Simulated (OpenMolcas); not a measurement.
## Run report: C$_{2}$H$_{2}$AlCl, excited-state calculation (part 4 of 4)

Continued. System: C$_{2}$H$_{2}$AlCl, SMILES Cl[C]1=[CH][AlH]1. Method: RASSCF/ANO-S-VDZP (OpenMolcas 26.06). The geometry comes from this level: GFN2-xTB.

Geometry of the input (Å):
```
Cl -0.5248  -2.4468  0.1305
C  -0.3652  -0.7194  0.0091
C  0.8553  -0.0779  0.1604
Al -0.5373  1.2112  -0.2051
H  1.8150  -0.5432  0.3662
H  -1.2430  2.5761  -0.4611
```

Log, continued:
```
                CL1     C2      C3      AL4     H5      H6
      1s       2.0000  1.9992  2.0000  2.0000  0.7144  0.9686
      2s       2.0000  1.1529  1.1362  1.9999 -0.0186 -0.0234
      2px      2.0000  0.7339  0.7880  1.9993  0.0225  0.0026
      2pz      2.0000  1.7415  1.2989  1.9999  0.0227  0.0043
      2py      2.0000  0.5483  0.9261  1.9986  0.0164  0.0102
      3s       1.9393 -0.0235 -0.0017  1.0587  0.0000  0.0000
      3px      1.9203 -0.0138  0.0049  0.2834  0.0000  0.0000
      3pz      1.9981 -0.2692  0.0635  0.7362  0.0000  0.0000
      3py      1.0713  0.0130  0.0062  0.4531  0.0000  0.0000
      4s      -0.0075  0.0000  0.0000 -0.0056  0.0000  0.0000
      3d2+     0.0316  0.0425  0.0109  0.0627  0.0000  0.0000
      3d1+     0.0004  0.0201  0.0341  0.0531  0.0000  0.0000
      3d0      0.0112  0.0072  0.0072  0.0298  0.0000  0.0000
      3d1-     0.0521  0.0357  0.0185  0.0988  0.0000  0.0000
      3d2-     0.0126  0.0206  0.0257  0.0678  0.0000  0.0000
      4px     -0.0056  0.0000  0.0000  0.0301  0.0000  0.0000
      4pz     -0.0234  0.0000  0.0000  0.0168  0.0000  0.0000
      4py     -0.0101  0.0000  0.0000  0.0804  0.0000  0.0000
      Total   16.9905  6.0083  6.3186 12.9631  0.7572  0.9624

      N-E      0.0095 -0.0083 -0.3186  0.0369  0.2428  0.0376

      Total electronic charge=   44.000000

      Total            charge=   -0.000000
--

      Expectation values of various properties for root number:  3
      -----------------------------------------------------------

++    Molecular properties:
      ---------------------

      Charge (e):
                      =   -0.0000
      Dipole Moment (debye):
      Origin of the operator (angstrom)=   -0.3000   -0.6867    0.0110
                   X= -2.1282E+00               Y= -4.5230E-01               Z= -4.2290E-01           Total=  2.2165E+00
      Quadrupole Moment (debye*angstrom):
      Origin of the operator (angstrom)=   -0.3000   -0.6867    0.0110
                  XX= -3.7234E+01              XY= -4.5361E+00              XZ=  2.5250E+00              YY= -4.2977E+01
                  YZ= -1.3513E+00              ZZ= -4.7941E+01
      In traceless form (debye*angstrom)
                  XX=  8.2249E+00              XY= -6.8041E+00              XZ=  3.7875E+00              YY= -3.8925E-01
                  YZ= -2.0270E+00              ZZ= -7.8357E+00
--

      LoProp population analysis for root number:  3
      -----------------------------------------------

++    LoProp analysis:
      ----------------

++    Static properties:
      ------------------

      LoProp Charges per center

                   CL1      C2       C3       AL4      H5       H6
      Nuclear     17.0000   6.0000   6.0000  13.0000   1.0000   1.0000
      Electronic -16.8828  -6.4322  -6.4690 -12.3250  -0.7440  -1.1471

      Total        0.1172  -0.4322  -0.4690   0.6750   0.2560  -0.1471
--

      Natural Bond Order analysis for root number:  3

++    Natural Bond Order analysis
      ---------------------------
      Based on LoProp computed density
      -------------------------------------------------------------------------------------
      Atom A       Atom B       Bond Order
      -------------------------------------------------------------------------------------
      NBO located      0.934 non-bonded electrons on atom CL1
      NBO located      0.968 non-bonded electrons on atom CL1
      NBO located      0.999 non-bonded electrons on atom CL1
      NBO located      1.000 non-bonded electrons on atom CL1
      NBO located      1.000 non-bonded electrons on atom CL1
      NBO located      1.000 non-bonded electrons on atom CL1
      NBO located      1.000 non-bonded electrons on atom CL1
      NBO located      0.999 non-bonded electrons on atom C2
      NBO located      0.997 non-bonded electrons on atom C3
      NBO located      0.948 non-bonded electrons on atom C3
      NBO located      0.997 non-bonded electrons on atom AL4
      NBO located      1.002 non-bonded electrons on atom AL4
      NBO located      1.000 non-bonded electrons on atom AL4
      NBO located      0.999 non-bonded electrons on atom AL4
      NBO located      1.000 non-bonded electrons on atom AL4
      The remaining    8.297 electrons are to be considered as diffuse
--

--

      Average orbitals are written to the RASORB file
      Natural orbitals for root   1 are written to the RASORB.1 file
      Natural orbitals for root   2 are written to the RASORB.2 file
      Natural orbitals for root   3 are written to the RASORB.3 file
      Spin density orbitals for root   1 are written to the SPDORB.1 file
      Spin density orbitals for root   2 are written to the SPDORB.2 file
      Spin density orbitals for root   3 are written to the SPDORB.3 file

--- Stop Module: rasscf /rc=_RC_ALL_IS_WELL_ ---
           step4.RasOrb.3 step4.rasscf.h5 step4.SpdOrb.1 step4.SpdOrb.2 step4.SpdOrb.3 xmldump
--- Module rasscf spent 2 seconds ---

.##################.
.# Happy landing! #.
.##################.

    Timing: Wall=3.68 User=3.05 System=0.37
```

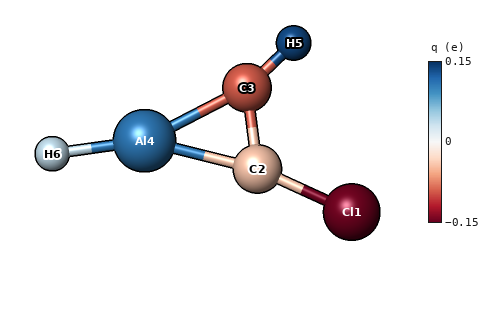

*Mulliken charges, as the colour of each atom (ball-and-stick view, seen at a tilt; atoms are numbered from 1 in the order of the input).*

By element: Cl −0.14, C −0.09 to −0.04, Al +0.11 and H +0.04 to +0.13 e.

Results in brief:

```tsv
quantity	value
outcome	converged
total energy	−778.248776 hartree
CASSCF energy	−778.248776 hartree
basis functions	74
dipole moment	3.42 debye
hardware	1 thread of Arm Neoverse V2, 24 GiB of memory available, shared host
wall time	3.9 s
peak memory	0.08 GiB
```
